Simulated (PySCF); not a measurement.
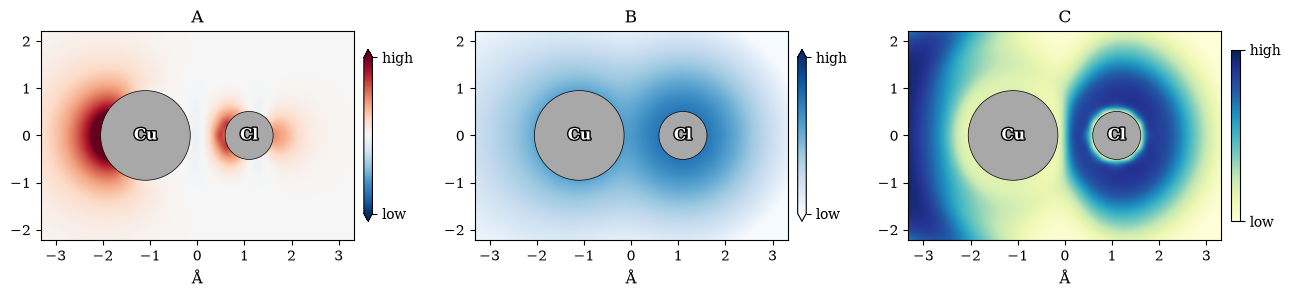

CuCl (charge −1, doublet): 3 fields on a plane that holds the molecular axis, with unlabelled colour scales. Grey discs cover the atomic cores.

Computed with PySCF, PBE0/aug-cc-pVDZ(-PP), non-relativistic Hamiltonian with scalar-relativistic core potentials where named, at a bond length of 2.198 Å.

Question: The panels show electron density, electron localisation function and spin density in some order. Assign them.

Answer: Panel A: spin density (confined to the atoms that carry the unpaired spin). Panel B: electron density. Panel C: electron localisation function. From the grid: Cu–Cl (2.20 Å): the density is about 0.59 e/Å³ at the midpoint; the ELF peaks at about 0.85 in the valence shell of Cl, 0.8 Å from its nucleus, and is about 0.40 at the midpoint.
